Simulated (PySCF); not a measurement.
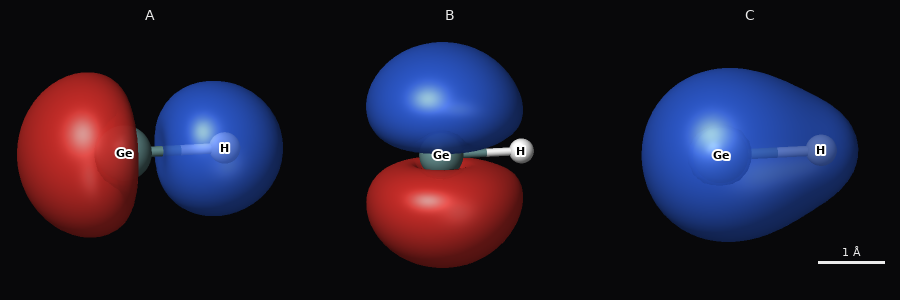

GeH (charge +1). Three frontier orbitals, each drawn at the value that holds 80 % of its norm (blue and red are the two phases), in no order; of a degenerate pair one member is drawn.

Level of theory: PySCF 2.14.0, PBE0/cc-pVTZ(-PP), non-relativistic Hamiltonian with scalar-relativistic core potentials where named, at a bond length of 1.590 Å.

**Name the orbitals and rank them from lowest to highest energy.**

Orbital C: σ, occupied, −21.85 eV; mainly on Ge (85 %).
Orbital A: σ, occupied, −15.06 eV; shared between the atoms (Ge 70 %, H 30 %).
Orbital B: π, empty, −10.16 eV; almost wholly on Ge.
